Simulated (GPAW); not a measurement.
## Si2WN4 (MoSi2N4-type monolayer): G0W0 on several meshes in GPAW

How does the mesh move the gap of Si2WN4 (MoSi2N4-type monolayer)?

Program: GPAW 26.7.0. Level of theory: LDA and many-body steps on it, plane waves. Results are calculated unless marked as measured.

## 1. The structure

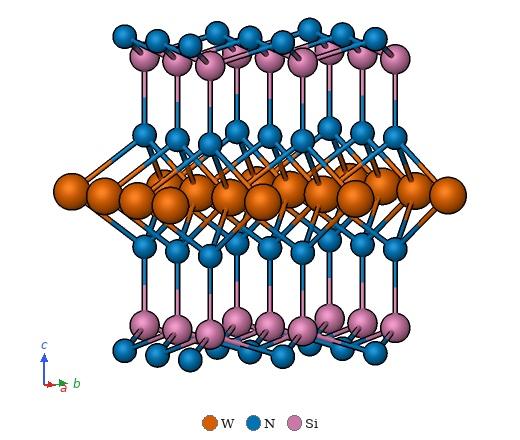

The starting structure, seen from the side, with the c axis up (tungsten orange, nitrogen blue, silicon pink). 3×3×1 cells are drawn. Bonds to atoms that aren't drawn are left out. Some periodic images of atoms are drawn too.

The cell holds 7 atoms: 1 W, 4 N and 2 Si. Cell: a = 2.872 Å, b = 2.872 Å, c = 18.000 Å, α = 90.0°, β = 90.0°, γ = 120.0°. Vacuum lies along c.

Structure file:

```xyz
7
Lattice="2.8719 0.0000 0.0000 -1.4360 2.4871 0.0000 0.0000 0.0000 18.0000" Properties=species:S:1:pos:R:3
W     0.0000    0.0000    9.0000
N     0.0000    1.6581   10.2339
N     0.0000    1.6581    7.7661
Si    0.0000    1.6581   11.9693
Si    0.0000    1.6581    6.0307
N     1.4360    0.8290   12.4719
N     1.4360    0.8290    5.5281
```

The structure was relaxed with LDA. The runs that relaxed it are not among those shown. Spin-orbit coupling is left out unless a step names it.

## 2. Empty states on the mesh, 9×9×1 mesh, 218 bands

This step: GPAW 26.7.0; DFT, LDA, plane waves, PAW.

The sums over transitions need many empty states on a uniform mesh; this step solves for them.

run.py

```python
import json
import numpy as np
from gpaw.mpi import world
from gpaw import GPAW

calc = GPAW('gs.gpw').fixed_density(kpts={'size': (9, 9, 1), 'gamma': True},
    nbands=254,
    convergence={'bands': 218},
    txt='nscf.txt')
calc.write('full.gpw', mode='all')
res = {}
kpts = calc.get_ibz_k_points()
res['kpts'] = kpts
res['eigenvalues'] = [calc.get_eigenvalues(kpt=k) for k in range(len(kpts))]
res['n_electrons'] = calc.get_number_of_electrons()

if world.rank == 0:
    with open('result.json', 'w') as f:
        json.dump(res, f, default=lambda x: x.tolist())
```

Launch:

```
mpirun -n 4 gpaw python run.py
```

Numbers of over 12 decimals in the logs are rounded to 6 here.

The log of the run:

```text
Diagonalizing LCAO Hamiltonian
Converting LCAO to pw mode
convergence criteria:
- Maximum integral of absolute [eigenst]ate change: 4e-08 eV^2 / valence electron
maximum number of iterations: 100

SCF iterations
|iter     |     time |      energy | eigst |  dens |
|iter:   1|  |             | +4.31 |       |
|iter:   2|  |             | +3.12 |       |
|iter:   3|  |             | +2.02 |       |
[...]
|iter:  15|  |             | -6.70 |       |
|iter:  16|  |             | -7.22 |       |
|iter:  17|  |             | -7.69c|       |
SCF steps: 17
  __  _  _
 | _ |_)|_||  |
 |__||  | ||/\| - 26.7.0

Input parameters:
  mode=PW(ecut=600.0),
  convergence={'bands': 218},
  gpts=array([ 18,  18, 105]),
  kpts=MonkhorstPack(size=(9, 9, 1), gamma=True),
  maxiter=100,
  nbands=254,
  occupations=Occupations(name='fermi-dirac', width=0.001, fixmagmom=False),
  parallel={},
  xc=XC(name='LDA')
# Writing to full.gpw (mode='all')
  [... matrices ...]

timing:  # [seconds]
  Total: 0.074  # ━━━━━━━━━━━━━━━━━━━━━━━━━━━━━━━━━━━━━━━━━━━━━━━━━━━━━━━━━━━
```

The job ended after 2.2 min (4 MPI ranks of Arm Neoverse V2, shared host; peak memory 1.3 GiB).

This step gave:

| Quantity | Value |
| --- | --- |
| gap | 2.071 eV |
| k of the valence top | 0, 0, 0 |
| k of the conduction bottom | 0.3333, 0.3333, 0 |
| least direct gap | 2.456 eV |
| k points computed | 12 |
| lowest point of the top converged band, above the valence top | 69.6722 eV |

On this mesh the gap is 2.071 eV.

## 3. 9×9×1

G0W0 replaces the xc potential by the self-energy, built once from these orbitals. Only a window of levels is corrected, while the sums run over the empty bands that the input names.

This step: G0W0 on LDA, plane waves, PAW.

run.py

```python
import json
import numpy as np
from gpaw.mpi import world
from gpaw.response.g0w0 import G0W0

gw = G0W0('full.gpw',
    filename='gw',
    kpts=[0, 6],
    bands=(19, 23),
    ecut=48,
    nbands=97,
    truncation='2D',
    integrate_gamma='sphere',
    q0_correction=True,
    frequencies={'type': 'nonlinear', 'domega0': 0.15, 'omega2': 15.0},
    eta=0.1,
    nblocksmax=True)
gw.calculate()
res = {mode: {k: v for k, v in r.items() if k != 'sigma_eskwn'}
       for mode, r in gw.all_results.items()}

if world.rank == 0:
    with open('result.json', 'w') as f:
        json.dump(res, f, default=lambda x: x.tolist())
```

Launch:

```
mpirun -n 4 gpaw python run.py
```

The log of the run:

```text
Using integrator: PointIntegrator
NonLinearFrequencyDescriptor(from 0.000 to 113.435 eV, 184 points)
Nonperiodic BCs:  [False False  True]
Using integrator: PointIntegrator
NonLinearFrequencyDescriptor(from 0.000 to 113.435 eV, 184 points)
Nonperiodic BCs:  [False False  True]
Applying analytical 2D correction to W:
    Evaluating Gamma point contribution to W on a 27x27x1 grid
  ___  _ _ _
 |   || | | |
 | | || | | |
 |__ ||_____|
 |___|

BZ k-points: Symmetries present (total): 12

  [... matrices ...]
81 k-points: 9 x 9 x 1 Monkhorst-Pack grid
12 k-points in the irreducible part of the Brillouin zone
       k-points in crystal coordinates                weights
   0:     0.00000000    0.00000000    0.00000000          1/81
   1:     0.11111111    0.00000000    0.00000000          6/81
   2:     0.22222222   -0.11111111    0.00000000          6/81
   3:     0.22222222    0.00000000    0.00000000          6/81
   4:     0.33333333   -0.11111111    0.00000000         12/81
   5:     0.33333333    0.00000000    0.00000000          6/81
   6:     0.33333333    0.33333333    0.00000000          2/81
   7:     0.44444444   -0.22222222    0.00000000          6/81
   8:     0.44444444   -0.11111111    0.00000000         12/81
   9:     0.44444444    0.00000000    0.00000000          6/81
          ...
  11:     0.44444444    0.44444444    0.00000000          6/81

Distributing spins, k-points and bands (1 x 2 x 4) over 1 process
Number of blocks: 4

Quasi particle states:
k-points (IBZ indices): [0, 6]
Band range: (19, 23)
  [... matrices ...]
Computational parameters:
Plane wave cut-off: 48 eV
Number of bands: 97
Coulomb cutoff: 2D
Broadening: 0.1 eV

fxc modes: GW
Kernel: RPA
Using full-frequency real axis integration
Summing all q:

Calculating screened Coulomb potential
2D Coulomb truncation
NonLinearFrequencyDescriptor(from 0.000 to 113.435 eV, 184 points)
Removing empty qpoint cache files...

Calculating chi0 body with:
    Ground state adapter containing:
    Number of spins: 1
    Number of kpoints: 81
    Number of irreducible kpoints: 12
    Number of completely occupied states: 21
    Number of partially occupied states: 21
    Occupied states memory: 10.901184 M / cpu

    Linear response parametrization:
    q_c: [0.0, 0.0, 0.0]
    Number of frequency points: 184
    Planewave cutoff: 48.0
    Number of bands: 97
    Number of planewaves: 111
    Broadening (eta): 0.1
    comm.size: 4
    kncomm.size: 1
    blockcomm.size: 4

    Memory estimate of potentially large arrays:
        chi0_wGG: 8.648163 M / cpu
Integrating chi0 body.

Symmetries of q_c:
    Direct symmetries (Uq -> q): 12
    Indirect symmetries (TUq -> q): 12
In total 24 allowed symmetries.

  [... matrices ...]
12 groups of equivalent kpoints. 85.185185% reduction.

Integral kind: spectral function
Integrating chi0 head and wings.

Symmetries of q_c:
    Direct symmetries (Uq -> q): 12
    Indirect symmetries (TUq -> q): 12
In total 24 allowed symmetries.

  [... matrices ...]
12 groups of equivalent kpoints. 85.185185% reduction.

Integral kind: spectral function wings

Calculating chi0 body with:
    Ground state adapter containing:
    Number of spins: 1
    Number of kpoints: 81
    Number of irreducible kpoints: 12
    Number of completely occupied states: 21
    Number of partially occupied states: 21
[... the further q-points ...]

Results:
f:      Occupation numbers
eps:     KS-eigenvalues [eV]
vxc:     KS vxc [eV]
exx:     Exact exchange [eV]
sigma:   Self-energies [eV]
dsigma:  Self-energy derivatives
Z:       Renormalization factors
qp:      QP-energies [eV]

k-point 0 (0): (0.000, 0.000, 0.000)                GW
band       f     eps     vxc     exx   sigma  dsigma       Z      qp
                                                                   GW
  19   1.000   0.270 -17.519 -21.242   3.661  -0.286   0.778   0.221
  20   1.000   3.032 -19.893 -20.688   1.536  -0.260   0.794   3.619
  21   0.000   6.022 -20.301 -15.229  -2.675  -0.270   0.787   7.909
  22   0.000   6.022 -20.301 -15.229  -2.675  -0.270   0.787   7.909

k-point 1 (6): (0.333, 0.333, 0.000)                GW
band       f     eps     vxc     exx   sigma  dsigma       Z      qp
                                                                   GW
  19   1.000   0.415 -17.414 -21.217   3.509  -0.284   0.779   0.186
  20   1.000   2.647 -19.951 -20.741   1.624  -0.264   0.791   3.306
  21   0.000   5.103 -21.136 -16.752  -2.193  -0.261   0.793   6.841
  22   0.000   7.873 -21.179 -14.957  -3.827  -0.305   0.766   9.709
```

Run time: 2.8 min. Hardware: 4 MPI ranks; peak memory 2.5 GiB; 11 min of CPU time.

Numbers from this step:

| Item | Value |
| --- | --- |
| G0W0 gap on the points computed | 3.222 eV |
| least direct G0W0 gap on the computed points | 3.534 eV |
| Z at the valence top | 0.7936 |
| Z at the conduction bottom | 0.7927 |
| starting gap on the mesh | 2.071 eV |
| k of the valence top | 0, 0, 0 |
| k of the conduction bottom | 0.3333, 0.3333, 0 |

The gap on the mesh goes from 2.07 eV to 3.22 eV, a correction of +1.15 eV.

## 4. Empty states on the mesh, 6×6×1 mesh, 107 bands

This step: DFT, LDA, plane waves, PAW.

run.py

```python
import json
import numpy as np
from gpaw.mpi import world
from gpaw import GPAW

calc = GPAW('gs.gpw').fixed_density(kpts={'size': (6, 6, 1), 'gamma': True},
    nbands=124,
    convergence={'bands': 107},
    txt='nscf.txt')
calc.write('full.gpw', mode='all')
res = {}
kpts = calc.get_ibz_k_points()
res['kpts'] = kpts
res['eigenvalues'] = [calc.get_eigenvalues(kpt=k) for k in range(len(kpts))]
res['n_electrons'] = calc.get_number_of_electrons()

if world.rank == 0:
    with open('result.json', 'w') as f:
        json.dump(res, f, default=lambda x: x.tolist())
```

Launch:

```
mpirun -n 4 gpaw python run.py
```

The log of the run:

```text
Diagonalizing LCAO Hamiltonian
Converting LCAO to pw mode
convergence criteria:
- Maximum integral of absolute [eigenst]ate change: 4e-08 eV^2 / valence electron
maximum number of iterations: 100

SCF iterations
|iter     |     time |      energy | eigst |  dens |
|iter:   1|  |             | +3.83 |       |
|iter:   2|  |             | +2.59 |       |
|iter:   3|  |             | +1.53 |       |
[...]
|iter:  12|  |             | -6.84 |       |
|iter:  13|  |             | -7.35 |       |
|iter:  14|  |             | -7.74c|       |
SCF steps: 14
  __  _  _
 | _ |_)|_||  |
 |__||  | ||/\| - 26.7.0

Input parameters:
  mode=PW(ecut=600.0),
  convergence={'bands': 107},
  gpts=array([ 18,  18, 105]),
  kpts=MonkhorstPack(size=(6, 6, 1), gamma=True),
  maxiter=100,
  nbands=124,
  occupations=Occupations(name='fermi-dirac', width=0.001, fixmagmom=False),
  parallel={},
  xc=XC(name='LDA')
# Writing to full.gpw (mode='all')
  [... matrices ...]

timing:  # [seconds]
  Total: 0.037  # ━━━━━━━━━━━━━━━━━━━━━━━━━━━━━━━━━━━━━━━━━━━━━━━━━━━━━━━━━━━
```

The job ended after 28 s (4 MPI ranks; peak memory 1.1 GiB).

This step gave:

```
gap                                                           : 2.071 eV
k of the valence top                                          : 0, 0, 0
k of the conduction bottom                                    : 0.3333, 0.3333, 0
least direct gap                                              : 2.456 eV
k points computed                                             : 7
lowest point of the top converged band, above the valence top : 37.54 eV
```

On this mesh the gap is 2.071 eV.

## 5. 6×6×1

This step: G0W0 on LDA, plane waves, PAW.

run.py

```python
import json
import numpy as np
from gpaw.mpi import world
from gpaw.response.g0w0 import G0W0

gw = G0W0('full.gpw',
    filename='gw',
    kpts=[0, 4],
    bands=(19, 23),
    ecut=48,
    nbands=97,
    truncation='2D',
    integrate_gamma='sphere',
    q0_correction=True,
    frequencies={'type': 'nonlinear', 'domega0': 0.15, 'omega2': 15.0},
    eta=0.1,
    nblocksmax=True)
gw.calculate()
res = {mode: {k: v for k, v in r.items() if k != 'sigma_eskwn'}
       for mode, r in gw.all_results.items()}

if world.rank == 0:
    with open('result.json', 'w') as f:
        json.dump(res, f, default=lambda x: x.tolist())
```

Launch:

```
mpirun -n 4 gpaw python run.py
```

The log of the run:

```text
Using integrator: PointIntegrator
NonLinearFrequencyDescriptor(from 0.000 to 113.435 eV, 184 points)
Nonperiodic BCs:  [False False  True]
Using integrator: PointIntegrator
NonLinearFrequencyDescriptor(from 0.000 to 113.435 eV, 184 points)
Nonperiodic BCs:  [False False  True]
Applying analytical 2D correction to W:
    Evaluating Gamma point contribution to W on a 39x39x1 grid
  ___  _ _ _
 |   || | | |
 | | || | | |
 |__ ||_____|
 |___|

BZ k-points: Symmetries present (total): 12

  [... matrices ...]
36 k-points: 6 x 6 x 1 Monkhorst-Pack grid + [1/12,1/12,0.000000]
7 k-points in the irreducible part of the Brillouin zone
       k-points in crystal coordinates                weights
   0:     0.00000000    0.00000000    0.00000000          1/36
   1:     0.16666667    0.00000000    0.00000000          6/36
   2:     0.33333333   -0.16666667    0.00000000          6/36
   3:     0.33333333    0.00000000    0.00000000          6/36
   4:     0.33333333    0.33333333    0.00000000          2/36
   5:     0.50000000    0.33333333    0.00000000         12/36
   6:     0.50000000    0.50000000    0.00000000          3/36

Distributing spins, k-points and bands (1 x 2 x 4) over 1 process
Number of blocks: 4

Quasi particle states:
k-points (IBZ indices): [0, 4]
Band range: (19, 23)
  [... matrices ...]
Computational parameters:
Plane wave cut-off: 48 eV
Number of bands: 97
Coulomb cutoff: 2D
Broadening: 0.1 eV

fxc modes: GW
Kernel: RPA
Using full-frequency real axis integration
Summing all q:

Calculating screened Coulomb potential
2D Coulomb truncation
NonLinearFrequencyDescriptor(from 0.000 to 113.435 eV, 184 points)
Removing empty qpoint cache files...

Calculating chi0 body with:
    Ground state adapter containing:
    Number of spins: 1
    Number of kpoints: 36
[...]
q_c: [1.3877787807814457e-17, 1.3877787807814457e-17, 0.0]
    Number of frequency points: 184
    Planewave cutoff: 48.0
    Number of bands: 97
    Number of planewaves: 111
    Broadening (eta): 0.1
    comm.size: 4
    kncomm.size: 1
    blockcomm.size: 4

    Memory estimate of potentially large arrays:
        chi0_wGG: 8.648163 M / cpu
Integrating chi0 body.

Symmetries of q_c:
    Direct symmetries (Uq -> q): 12
    Indirect symmetries (TUq -> q): 12
In total 24 allowed symmetries.

  [... matrices ...]
7 groups of equivalent kpoints. 80.555556% reduction.

Integral kind: spectral function
Integrating chi0 head and wings.

Symmetries of q_c:
    Direct symmetries (Uq -> q): 12
    Indirect symmetries (TUq -> q): 12
In total 24 allowed symmetries.

  [... matrices ...]
7 groups of equivalent kpoints. 80.555556% reduction.

Integral kind: spectral function wings

Calculating chi0 body with:
    Ground state adapter containing:
    Number of spins: 1
    Number of kpoints: 36
    Number of irreducible kpoints: 7
    Number of completely occupied states: 21
    Number of partially occupied states: 21
[... the further q-points ...]

Results:
f:      Occupation numbers
eps:     KS-eigenvalues [eV]
vxc:     KS vxc [eV]
exx:     Exact exchange [eV]
sigma:   Self-energies [eV]
dsigma:  Self-energy derivatives
Z:       Renormalization factors
qp:      QP-energies [eV]

k-point 0 (0): (0.000, 0.000, 0.000)                GW
band       f     eps     vxc     exx   sigma  dsigma       Z      qp
                                                                   GW
  19   1.000   0.270 -17.519 -21.239   3.730  -0.293   0.773   0.277
  20   1.000   3.032 -19.893 -20.667   1.592  -0.273   0.786   3.674
  21   0.000   6.022 -20.301 -15.233  -2.725  -0.275   0.784   7.860
[...]
k-point 1 (4): (0.333, 0.333, 0.000)                GW
band       f     eps     vxc     exx   sigma  dsigma       Z      qp
                                                                   GW
[...]
21   0.000   5.103 -21.136 -16.679  -2.338  -0.277   0.783   6.763
  22   0.000   7.873 -21.179 -14.957  -3.872  -0.313   0.762   9.663
```

Run time: 48 s. Hardware: 4 MPI ranks; peak memory 1.8 GiB; 3.2 min of CPU time.

This step gave:

- G0W0 gap on the points computed: 3.089 eV
- least direct G0W0 gap on the computed points: 3.410 eV
- Z at the valence top: 0.7855
- Z at the conduction bottom: 0.7831
- starting gap on the mesh: 2.071 eV
- k of the valence top: 0, 0, 0
- k of the conduction bottom: 0.3333, 0.3333, 0

Against G0W0 in GPAW (9×9×1 mesh, 97 bands, screening to 48 eV, full frequency, Hilbert transform), the gap moves by −0.133 eV.

## 6. Side by side

Times are wall times on 4 MPI ranks of Arm Neoverse V2, shared host, good to a factor of about two.

```
  run   mesh  bands  screening cutoff (eV)  DFT gap (eV)  gap on the mesh (eV)  direct (eV)     time
9×9×1  9×9×1     97                     48         2.071                 3.222        3.534  2.8 min
6×6×1  6×6×1     97                     48         2.071                 3.089        3.410     48 s
```

## 7. Results

| Quantity | Value |
| --- | --- |
| 9×9×1 | 3.222 eV |
| 6×6×1 | 3.089 eV |
| known limits | not at the basis limit; no spin-orbit coupling |

**Reading.** 6×6×1: −0.133 eV against 9×9×1. Bands and cutoff are finite, so the gap is not at the basis limit. The miss can reach some tenths of an eV and take either sign; the mesh is an error of its own. These stock PAW sets were not made for GW; the filled d or f shell of W lies in the frozen core, which bears on start and correction. In the G0W0 runs levels were corrected at 2 k points alone, so a gap called «on the mesh» is the least over those, and an edge elsewhere would be missed. The many-body steps are scalar-relativistic: spin-orbit coupling is not in them.

[Paths, hosts, dates, memory and timing lines, banners, echoed tables and standing remarks are left out of the program output.]

[Logs are printed without paths, hosts, clocks, repeated set-up lines and the standing remarks that a program may print on its own settings, such as how far it seeks lower states.]

[Runs of the session that timed out or met a known fault of the program may be left out.]

[Hosts, paths, dates, database ids (printed as entryN), source tags and the programs' standing remarks are cut or masked in the printed files.]
